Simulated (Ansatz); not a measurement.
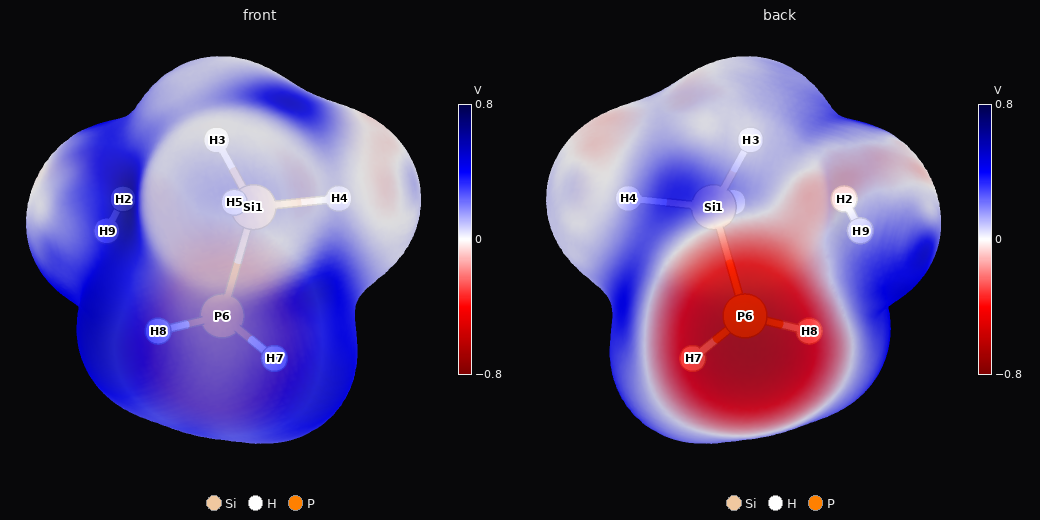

*H5PSi···H2. The molecular electrostatic potential painted on the density surface at 0.001 e/bohr³, seen from the front and from behind; the colour scale runs from red (negative) to blue (positive).*

Not at a stationary point (largest force 1.9 eV/Å).

Theory: Ansatz, RKS PBE-D4/cc-pVDZ.

```xyz
9

Si   -0.5495   -0.0370   -0.3412
H     0.1523   -0.0282    2.2362
H     0.7394    0.4099    0.3128
H    -0.7987    0.8815   -1.5222
H    -0.3392   -1.4450   -0.8695
P    -2.2756    0.1928    1.0228
H    -3.2141   -0.1697   -0.0223
H    -2.2155   -1.1550    1.5402
H    -0.3234    0.0385    2.7764
```

Q: Where is the surface potential most negative and most positive?

A: The most negative region (about −0.6 V) lies over P6, the most positive (about +0.6 V) over Si1.
